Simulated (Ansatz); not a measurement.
Take SiC (space group P6_3mc, No. 186; a = 3.0778 Å, c = 10.0773 Å) as the base. Axes: x lies along a and z along c of the hexagonal cell.

One thing is altered: compressive biaxial strain of 1.66 % in the plane normal to [001], as in epitaxy on a mismatched substrate; the out-of-plane cell vector and the atoms relax.

All numbers come from r2SCAN/PAW in Ansatz (a first-principles code), spin-orbit coupling left out, earlier PAW set.

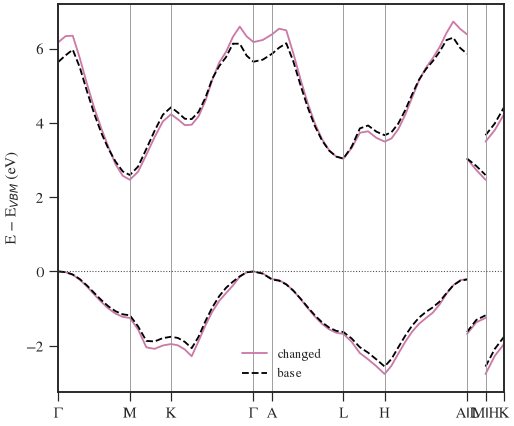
Fig. 1. Highest valence and lowest conduction band along the path, each from its own valence-band maximum

### Question
Read the changed gap and its character from the plot.

### Answer
About 2.5 eV, indirect, Γ → M.

Stability against distortions was not tested.
